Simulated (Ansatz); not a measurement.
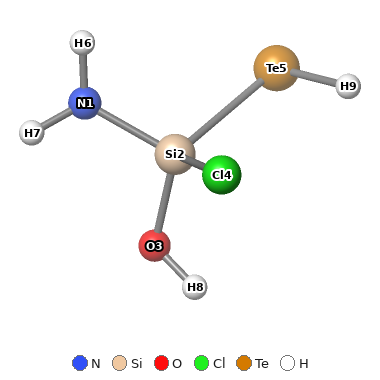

The system is ClH₄NOSiTe, SMILES N[Si](O)(Cl)[TeH]; the picture shows the reference structure. Coordinates scanned: (1) dihedral N1–Si2–O3–H8; (2) dihedral H6–N1–Si2–O3. Nothing is relaxed (all other coordinates rigid). The scan uses a 9 × 9 grid. Points are written as (first, second). All energies are given in kJ/mol relative to the lowest grid point. Method: RKS PBE-D4/def2-SVP in Ansatz.

Its coordinates:

```xyz
9

N     1.1261    1.0608   -0.5046
Si    0.0395   -0.1780   -0.0313
O     1.0401   -1.4074    0.4941
Cl   -1.1994   -1.0063   -1.5216
Te   -1.4598    0.8810    1.6907
H     0.7642    1.9770   -0.7741
H     1.9790    0.8120   -1.0130
H     0.6034   -2.2740    0.5715
H    -2.8046    0.0886    1.0710
```

Range: dihedral N1–Si2–O3–H8 from −180 to 140°; dihedral H6–N1–Si2–O3 from −180 to 140°.

### Predict the map.

The lowest grid point is at (−180°, −180°). There is a further well near (−180°, 20°) (8.3 kJ/mol above the lowest at that grid point). The highest grid point, (60°, 100°), lies 51.6 kJ/mol above the lowest. On the interpolated surface the easiest way out of the lowest well to its copy in the next cell or period passes a barrier of about 20 kJ/mol. Round the minimum the valley is somewhat tilted: raising dihedral N1–Si2–O3–H8 shifts the best value of dihedral H6–N1–Si2–O3 upwards (coupling k₁₂/√(k₁₁k₂₂) about −0.2).

```
dihedral H6–N1–Si2–O3 ↓, dihedral N1–Si2–O3–H8 →  −180  −140  −100   −60   −20    20    60   100   140
                                             140  13.1  19.6  25.2  28.5  33.1  35.6  30.3  20.6  12.5
                                             100  27.3  37.2  46.6  47.1  45.8  50.1  51.6  43.2  30.1
                                              60  21.3  26.7  40.0  46.2  42.9  40.3  42.9  41.0  30.0
                                              20   8.3   8.5  19.4  30.2  32.7  27.3  23.9  22.8  16.7
                                             −20  10.0  11.5  16.8  22.8  28.3  30.2  25.5  19.0  12.9
                                             −60  23.8  31.2  36.0  34.4  33.9  40.4  42.6  34.9  24.7
                                            −100  25.3  33.1  43.2  42.6  36.0  37.2  43.8  42.1  31.0
                                            −140   8.9  11.3  22.6  29.1  24.3  18.3  20.5  22.8  16.9
                                            −180   0.0   1.3   9.1  17.4  19.8  14.4   9.6   7.0   3.4
```

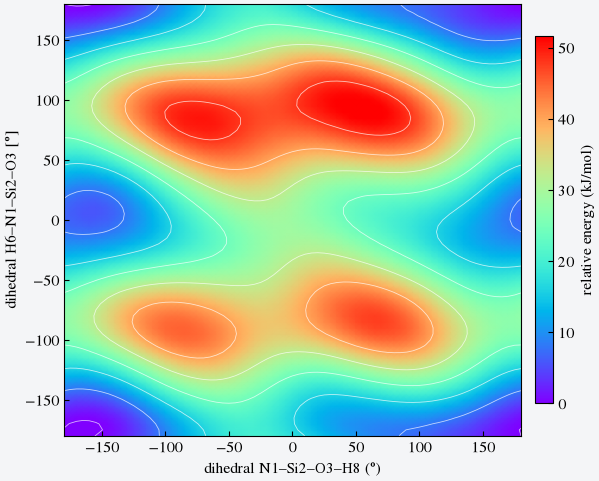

The picture shows a smooth colour map with a few white contour lines. Between grid points the surface is interpolated.

The whole map (81 points run) took 15 min on 1 thread of Arm Neoverse V1, on a shared host.
